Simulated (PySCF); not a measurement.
SMILES [GeH3] (H3Ge), doublet at its PBE0/def2-SVP optimised geometry (Å):

```
4

Ge    -0.4936    -0.3152     0.0000
H     -1.0484    -1.1236    -1.1902
H     -1.0483     1.1236     0.0000
H      1.0484    -0.3152     0.0000
```

Method: unrestricted PBE0/def2-TZVP run with PySCF.

Map of the spin density (e/bohr³) on the plane z = 1.0 Å:

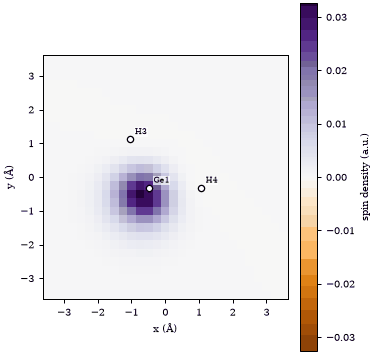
Fig. 1. Spin density (e/bohr³) on the plane z = 1.0 Å.
